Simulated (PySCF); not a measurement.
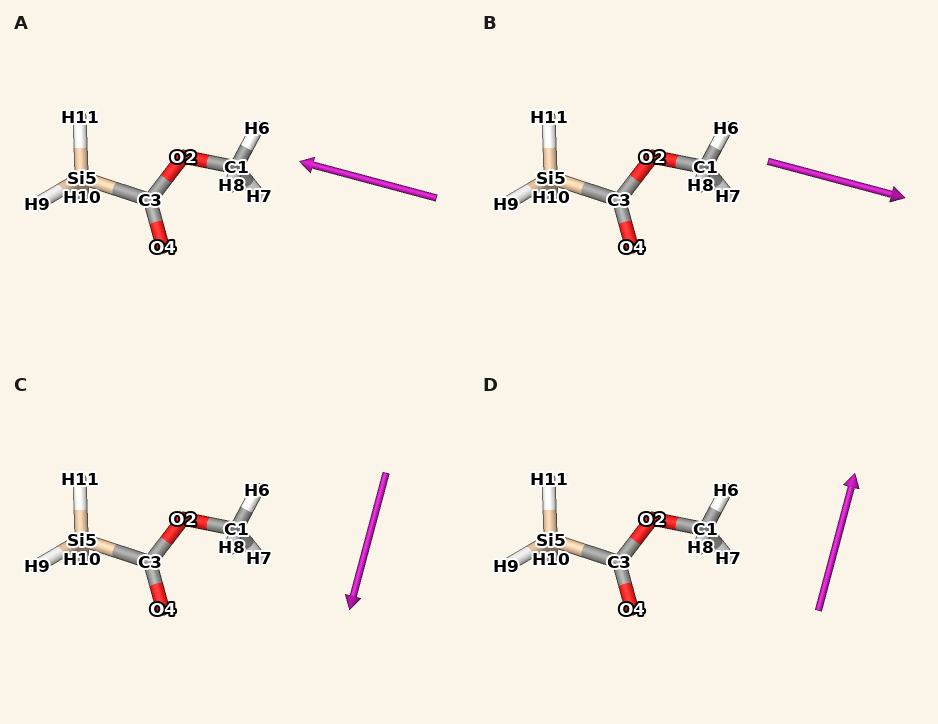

The same molecule four times, each with an arrow. Computed geometry: GFN2-xTB optimisation. No frequency run is at hand to confirm it as a minimum. Properties computed with PBE0/pcSseg-1, gas phase (PySCF 2.14.0).

### Which arrow points along the dipole moment, from the negative to the positive end?

D. The dipole moment is 1.81 D; it points from the side of O4 to the side of H6 (the outermost atoms at the two ends).

The geometry is semi-empirical. Around Si such bond lengths and angles can be off by a tenth of an ångström or more and by several degrees, and values that hang on the shape move with them.
